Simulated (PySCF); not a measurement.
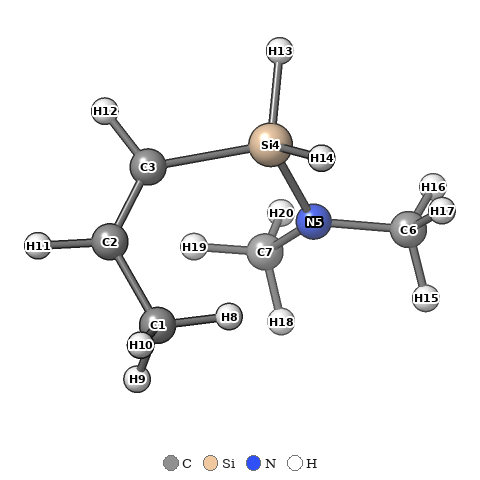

The molecule: C₅H₁₃NSi, SMILES C/C=C\[SiH2]N(C)C.

GIAO shifts, PBE0/pcSseg-1 in PySCF 2.14.0, at a GFN2-xTB geometry (no frequency check), against TMS for ²⁹Si, TMS for ¹³C and NH₃ for ¹⁵N computed at the same level (¹⁵N: a single molecule, while the usual scales start at liquid NH₃ or nitromethane; multiply bonded nitrogen can come out tens of ppm too deshielded). Gas phase, fully decoupled, line heights follow the number of nuclei, widths are arbitrary (no quadrupolar broadening); values of one conformer, averaged over nuclei that symmetry, rotation about single bonds or inversion at nitrogen exchange, these motions taken as fast; other conformers aren't averaged in.

Question: How many ²⁹Si lines appear, and where?

Answer: 1 signal.


```csv
δ (ppm),nuclei,atoms
−41.7,1,Si4
```

Question: Which ¹³C signals does it give?

Answer: 4 signals.


| δ (ppm) | nuclei | atoms |
| --- | --- | --- |
| 160.2 | 1 | C2 |
| 127.7 | 1 | C3 |
| 40.4 | 2 | C6, C7 |
| 23.6 | 1 | C1 |

Question: How many ¹⁵N lines appear, and where?

Answer: 1 signal.


```csv
δ (ppm),nuclei,atoms
14.8,1,N5
```

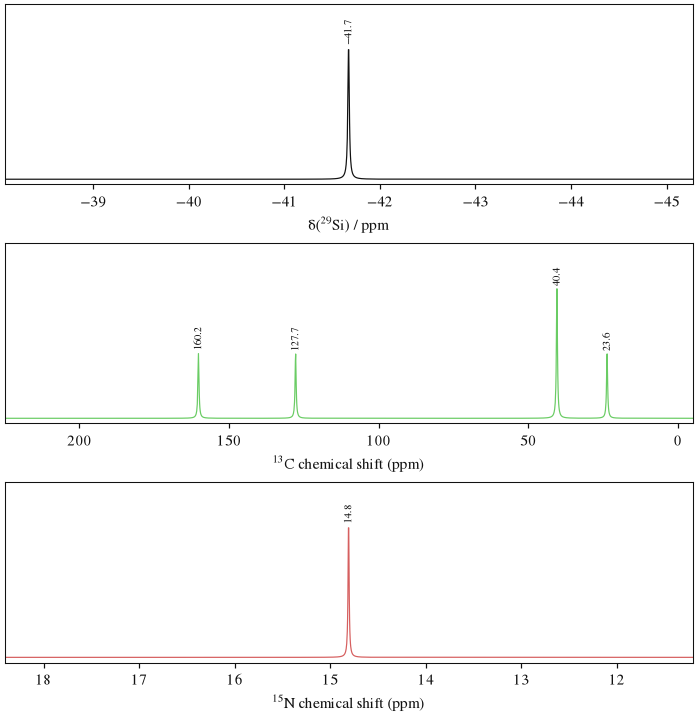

Note: the tight-binding geometry is rougher than a DFT one and adds to the error.
